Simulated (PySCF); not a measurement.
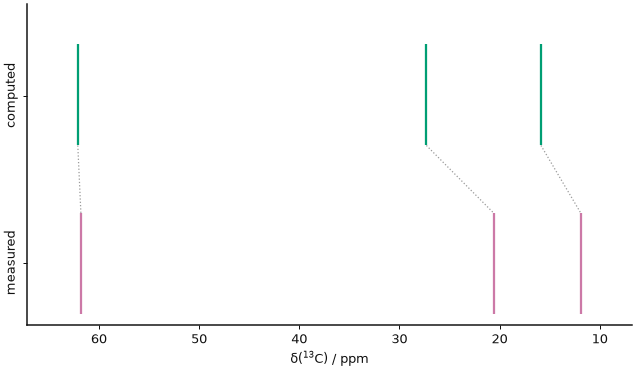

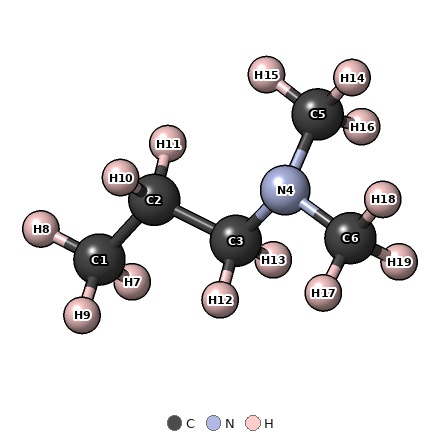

¹³C shifts of C₅H₁₃N, SMILES CCCN(C)C against TMS: GIAO WP04/pcSseg-1 (IEF-PCM chloroform) (PySCF) for one gas-phase conformer (PBE0-D3(BJ)/def2-SVP, like atoms averaged) above, published measurements (solution) below; dotted lines join the same nuclei. Only nuclei with a measured value are shown, one named for each set of like atoms.

**How well does the calculation match?**

Mean error 3.7 ppm, mean absolute error 3.7 ppm; the largest is 6.7 ppm, for C2.

**Assign the lines.**

```csv
nucleus,computed,measured
C3,62.1,61.8
C2,27.3,20.6
C1,15.9,11.9
```
